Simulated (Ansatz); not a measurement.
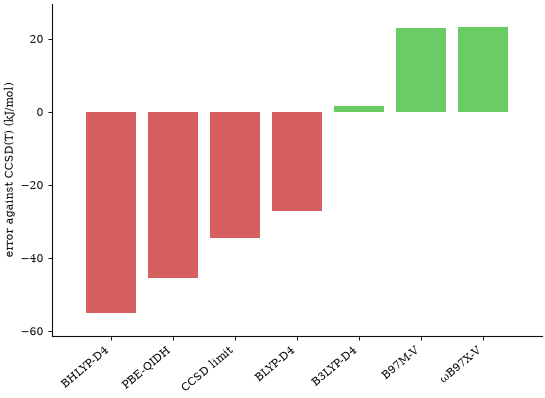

Error in the electronic atomisation energy (method less reference, so positive means overbinding) of BSi₂H₇O, SMILES B[Si@H](O)[SiH3]: functionals in def2-TZVPP against frozen-core CCSD(T) at the limit (MP2 extrapolated from triple and quadruple zeta, plus CCSD(T) less MP2 in a smaller set), which gives 3502.4 kJ/mol, at a PBE0-D4/def2-TZVP geometry (a minimum by its frequencies), no zero-point or spin-orbit term, the Ansatz code. The reference leaves out core correlation, a term that grows with the number of heavy atoms. PBE-QIDH holds a correlation term that converges slowly with the basis, so part of the distance to the limit is basis error. No dispersion term is added to PBE-QIDH. Limit means the basis limit.

What range do the values span?

From −55.1 kJ/mol (BHLYP-D4) to 23.3 kJ/mol (ωB97X-V).

Give the values.

| level | kJ/mol |
| --- | --- |
| BHLYP-D4 | −55.1 |
| PBE-QIDH | −45.4 |
| CCSD limit | −34.5 |
| BLYP-D4 | −27.1 |
| B3LYP-D4 | 1.7 |
| B97M-V | 22.9 |
| ωB97X-V | 23.3 |
